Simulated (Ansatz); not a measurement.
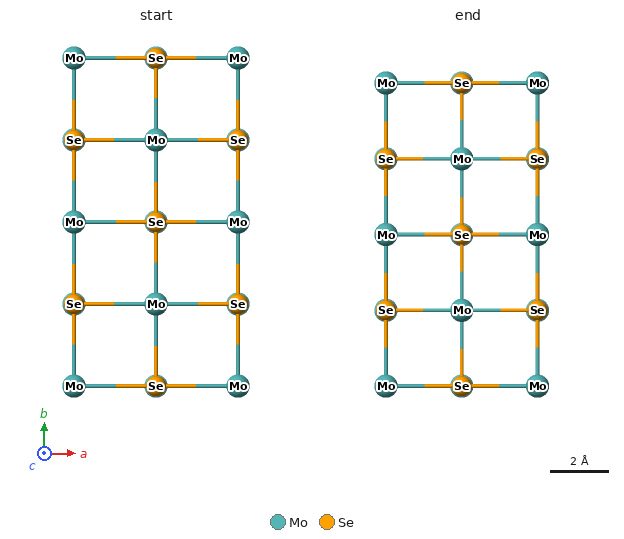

The structure of crystalline MoSe (built on the rock salt type) before (left) and after (right) a relaxation, at one scale.

A ball-and-stick model of the conventional cell (4 times the calculation's cell), repeated 1 × 2 × 1 with one cell outlined, seen along the c axis. Lengths and directions refer to the drawn axes.

Case: no spin polarisation.

All numbers below come from DFT PBE+U, scalar-relativistic, plane waves, PAW (Ansatz). Settings: plane-wave cutoff 420 eV; k-point mesh 12 × 12 × 12; occupations gaussian; smearing width 0.1 eV; U Mo 4.38 eV; no spin polarisation; cell and atoms relaxed; force threshold 0.01 eV/Å; at most 60 steps.

> Describe what moved and what it gained.

No atom moves by more than 0.005 Å relative to the cell. The volume changes by −21.2 %, with a = b = c 5.728 → 5.291 Å (−7.6 %). Near-neighbour distances that change, for instance: Mo–Se 2.864 → 2.645 Å. The space group stays Fm-3m (No. 225). Over 4 accepted moves (5 points after the start) the energy falls by 287 meV per atom. All forces vanish by symmetry, so only the cell relaxes. The pressure goes from −14.65 to −0.03 GPa. The SCF was repeated once at an unchanged geometry on a basis and grid sized afresh for the cell, which shifted the energy by 0.6 meV per atom at most. Cost: 58 s on 1 thread of Intel(R) Xeon(R) Processor @ 2.50GHz (Skylake/Cascade Lake) (shared host), peak memory 0.47 GiB.
